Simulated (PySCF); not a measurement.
C3H6OS, SMILES CC(=O)CS at its GFN2-xTB optimised geometry (Å):

```
11

C      1.7982    -0.4941     0.0000
C      0.2946    -0.4941     0.0000
O     -0.3698    -1.4969    -0.0079
C     -0.3124     0.8930     0.0000
S     -2.1213     0.8664    -0.2289
H      2.1414    -0.3101    -1.0174
H      2.1685    -1.4653     0.3176
H      2.1940     0.2895     0.6398
H     -0.0963     1.3742     0.9566
H      0.1266     1.4969    -0.7950
H     -2.1940    -0.4617    -0.1458
```

Level of theory: PBE0/def2-TZVP in PySCF. Cells within 0.4 Å of a nucleus heavier than hydrogen are left out (blank, or x).

Map of the electron localisation function on the plane z = 0.0 Å:

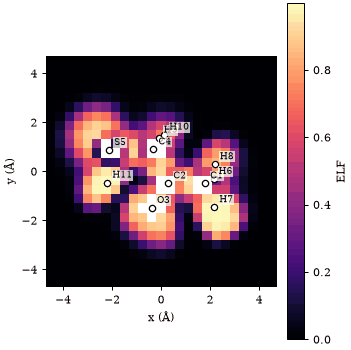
Figure: Electron localisation function on the plane z = 0.0 Å.
